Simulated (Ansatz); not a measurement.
# SiH3Cl (chlorosilane) at CAM-B3LYP/aug-cc-pVDZ

What is the electronic atomisation energy of SiH3Cl (chlorosilane) at CAM-B3LYP/aug-cc-pVDZ? 

The results are computed with Ansatz 0.2.0.

60 further runs of the same task are left out: 2 that didn't finish, 58 set aside as unsound or not needed.

## Step 1: The molecule

SiH3Cl has 5 atoms, charge 0, and is taken as a singlet. SMILES: `[SiH3]Cl`. The coordinates come from a PBE0-D4/def2-TZVP relaxation.

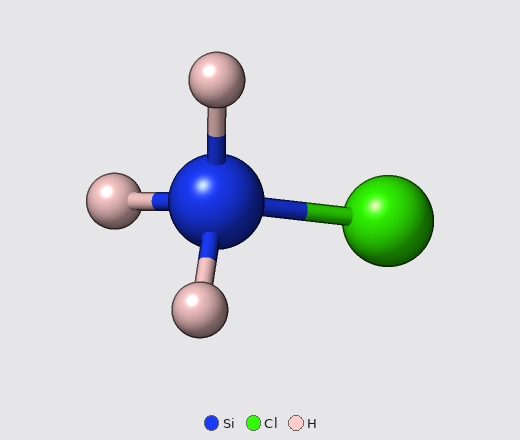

The structure, seen from a chosen angle (silicon blue, chlorine green, hydrogen pink).

## Step 2: The energy at CAM-B3LYP/aug-cc-pVDZ

The input, molecule.yaml:

```yaml
crystal:
  periodic: [false, false, false]
  atoms:
    - {symbol: Si, position_ang: [-0.112000, 0.018600, -0.030900]}
    - {symbol: Cl, position_ang: [1.838300, -0.513500, 0.329900]}
    - {symbol: H, position_ang: [-0.950900, -0.488300, 1.079100]}
    - {symbol: H, position_ang: [-0.534700, -0.585700, -1.314900]}
    - {symbol: H, position_ang: [-0.190800, 1.495400, -0.104700]}
basis:
  gaussian:
    orbitals: aug-cc-pVDZ
hamiltonian:
  xc: {name: CAM-B3LYP}
accuracy: high
output: {orbitals: {seedname: orbitals}}
```

Launch:

```
$ ansatz run molecule.yaml --threads 1 --pin off --max-ram 3480MiB --events-out events.jsonl --progress --plain --runs-dir runs
```

Output:

```text
Warning: RAYON_NUM_THREADS=1 ignored (pool sized by the plan → 1); use --threads N
Functional definition: CAM-B3LYP
  name "CAM-B3LYP"
  parameter alpha = 0.19
  parameter beta = 0.46
  parameter omega = 0.33/bohr
  parameter ac = 0.81
  exchange = (1 - alpha - beta)*b88_x + beta*b88_x_sr(omega) + alpha*exact_x + beta*exact_x_lr(omega)
  correlation = (1 - ac)*vwn5_c + ac*lyp_c
1640 factors; integrals over basis functions are off by at most 3.8e-9 eV
466 factors; integrals over basis functions are off by at most 2.1e-9 eV
mean field evaluation 1: about -20450.3897 eV, gradient 9.1e0 eV
mean field evaluation 2: about -20450.5784 eV, gradient 5.0e0 eV
mean field evaluation 4: about -20450.6365 eV, gradient 1.0e0 eV
mean field evaluation 8: about -20450.6720 eV, gradient 5.6e-3 eV
mean field evaluation 16: about -20450.6720 eV, gradient 2.9e-7 eV
mean field -20450.67202609 eV, -751.5483349956 hartree, gradient 8.5e-8 eV, S^2 0.000000; 0 other end points of the search recorded, 0 dependent functions left out
reference -20450.67204761 eV, -751.5483357862 hartree; 17, 17 occupied and 64, 64 virtual orbitals, 1640 factors
Total energy: -20450.67204761 eV, -751.5483357862 hartree
```

It took 5.1 s on 1 thread of Intel Xeon Platinum 8375C at 2.90GHz (Ice Lake), shared host; peak memory 0.28 GiB.

## Step 3: The Cl atom, same level

The input, job.yaml:

```yaml
crystal:
  periodic: [false, false, false]
  atoms:
    - symbol: Cl
      position_ang: [0.000000, 0.000000, 0.000000]
basis:
  gaussian:
    orbitals: aug-cc-pVDZ
magnetization:
  spin_polarized: true
  initial_magnetization: 1
hamiltonian:
  xc: {name: CAM-B3LYP}
accuracy: high
```

Run the same way, it converges to -460.16054 Eh (log not shown).

## Step 4: The H atom at the same level

The input, in.yaml:

```yaml
basis:
  gaussian: {orbitals: aug-cc-pVDZ}
crystal:
  periodic: [false, false, false]
  atoms:
    - {symbol: H, position_ang: [0.000000, 0.000000, 0.000000]}
magnetization: {spin_polarized: true, initial_magnetization: 1}
hamiltonian: {xc: {name: CAM-B3LYP}}
accuracy: high
```

Launch:

```
$ ansatz run in.yaml --threads 1 --pin off --max-ram 3480MiB --events-out events.jsonl --progress --plain --runs-dir runs
```

Output (excerpt; [...] marks lines left out):

```text
Warning: RAYON_NUM_THREADS=1 ignored (pool sized by the plan → 1); use --threads N
[... 8 set-up lines as earlier in the session ...]
42 factors; integrals over basis functions are off by at most 4.4e-8 eV
36 factors; integrals over basis functions are off by at most 5.2e-10 eV
mean field evaluation 1: about -13.5496 eV, gradient 7.6e-1 eV
mean field evaluation 2: about -13.5599 eV, gradient 1.4e-1 eV
mean field evaluation 4: about -13.5598 eV, gradient 1.1e-2 eV
mean field evaluation 8: about -13.5598 eV, gradient 3.2e-8 eV
mean field -13.55983324 eV, -0.4983146805 hartree, gradient 1.4e-9 eV, S^2 0.750000; 0 other end points of the search recorded, 0 dependent functions left out
reference -13.55984700 eV, -0.4983151861 hartree; 1, 0 occupied and 8, 9 virtual orbitals, 42 factors
Total energy: -13.55984700 eV, -0.4983151861 hartree
```

Run time: 0.18 s. Hardware: 1 thread of Intel Xeon Platinum 8375C at 2.90GHz (Ice Lake), shared host.

## Step 5: The Si atom at the same level

The input, job.yaml:

```yaml
crystal:
  periodic: [false, false, false]
  atoms:
    - {symbol: Si, position_ang: [0.000000, 0.000000, 0.000000]}
basis:
  gaussian: {orbitals: aug-cc-pVDZ}
magnetization: {spin_polarized: true, initial_magnetization: 2}
hamiltonian: {xc: {name: CAM-B3LYP}}
accuracy: high
```

Run the same way, it converges to -289.37447 Eh (log not shown).

## Step 6: What came out

Level: CAM-B3LYP/aug-cc-pVDZ.

```
                     quantity          value
       molecule: total energy  -751.54834 Eh
        molecule: HOMO energy      -10.39 eV
        molecule: LUMO energy        0.28 eV
      molecule: HOMO–LUMO gap       10.67 eV
        Cl atom: total energy  -460.16054 Eh
                Cl atom: ⟨S²⟩          0.752
         H atom: total energy    -0.49832 Eh
                 H atom: ⟨S²⟩          0.750
        Si atom: total energy  -289.37447 Eh
                Si atom: ⟨S²⟩          2.004
electronic atomisation energy      14.106 eV
```

What this shows: Taking the molecule apart into free atoms costs 14.11 eV (1361 kJ/mol), before zero-point energy and without spin-orbit coupling.
